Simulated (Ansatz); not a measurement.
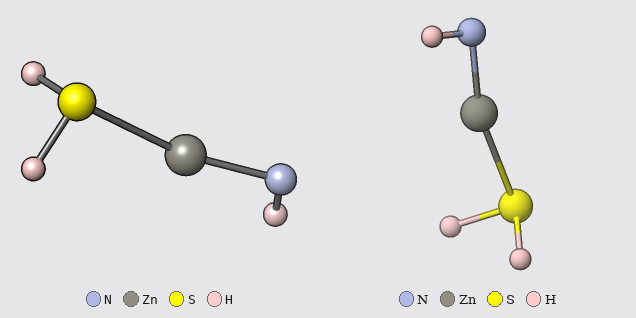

Both panels show the same species.

The computed structure is the end point of a PBE0-D4/def2-TZVP optimisation. No frequency run is at hand to confirm it as a minimum.

Which formula does it have?

H3NSZn, 6 atoms: 3 hydrogen, 1 nitrogen, 1 sulfur and 1 zinc.

How many bonds of each kind are drawn?

2 S–H, 1 N–Zn, 1 S–Zn, 1 N–H. Sticks follow a distance rule.

The parts below concern this one geometry. Atoms keep their numbers from picture to picture.

## Shape

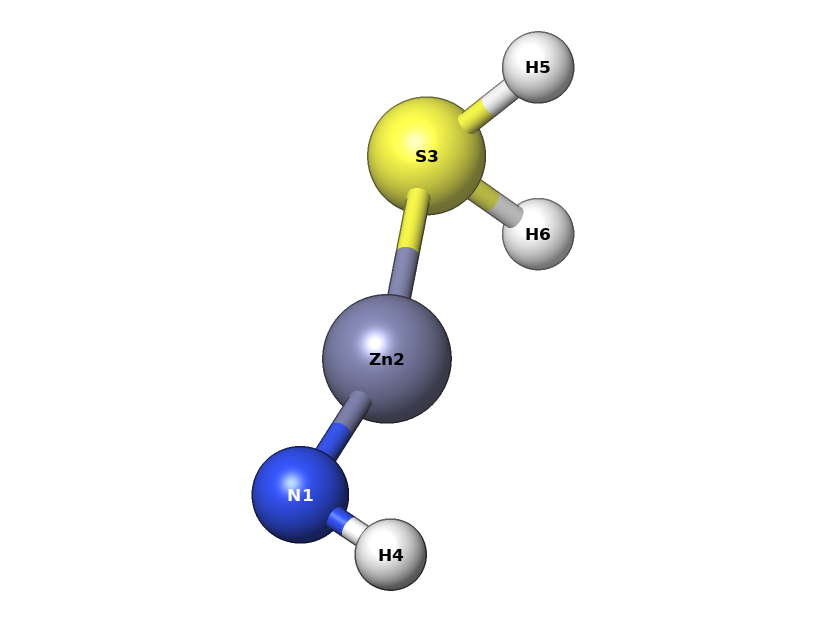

Numbered structure. No frequency run is at hand to confirm it as a minimum.

Give these bond angles: Zn2–N1–H4, N1–Zn2–S3, Zn2–S3–H5, H5–S3–H6.

```tsv
angle	degrees
Zn2–N1–H4	108.9
N1–Zn2–S3	163.6
Zn2–S3–H5	97.9
H5–S3–H6	93.0
```

## Electronic properties

No frequency run is at hand to confirm it as a minimum. Method: RKS PBE0-D4/def2-TZVPP (Ansatz 0.2.0).

Give the LUMO energy (Kohn–Sham orbital) at this level.

−1.49 eV.

Give the HOMO energy (Kohn–Sham orbital) at this level.

−4.78 eV.

## Dipole moment

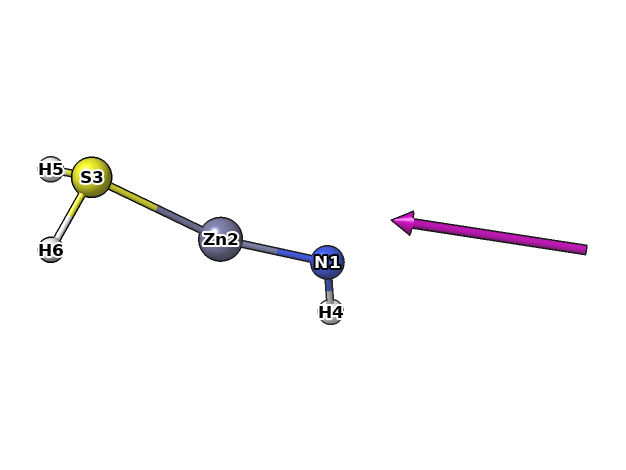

The arrow beside the molecule shows the direction of the dipole moment, from the negative to the positive end (its length means nothing). No frequency run is at hand to confirm it as a minimum. Level of theory: RKS PBE0-D4/def2-TZVP (Ansatz 0.2.0).

How large is the dipole moment?

8.72 D; it points from the side of H4 to the side of H5, H6 (the outermost atoms at the two ends).

## Charges

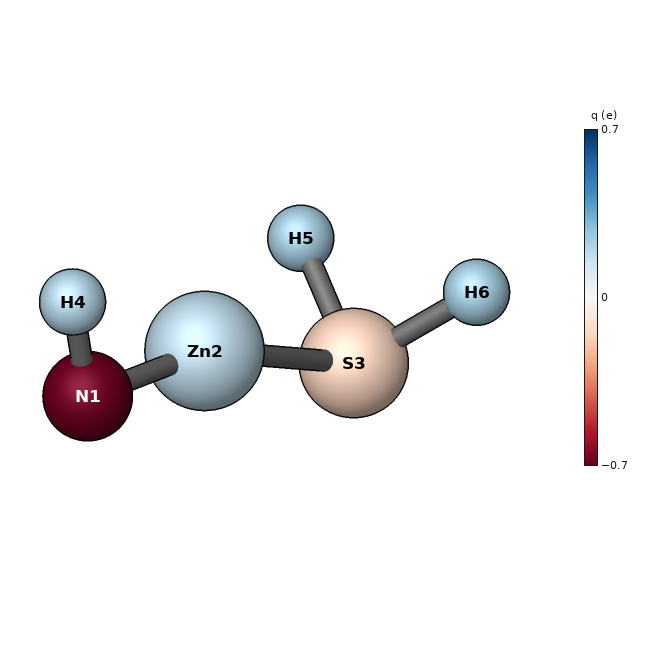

Atoms are coloured by their Mulliken charges. No frequency run is at hand to confirm it as a minimum. Method: RKS PBE0-D4/def2-TZVP (Ansatz 0.2.0).

List the Mulliken charges.

| atom | value (e) |
| --- | --- |
| N1 | −0.68 |
| Zn2 | 0.18 |
| S3 | −0.15 |
| H4 | 0.20 |
| H5 | 0.23 |
| H6 | 0.23 |

Mulliken values depend strongly on the basis set and can even reverse the polarity of a bond.
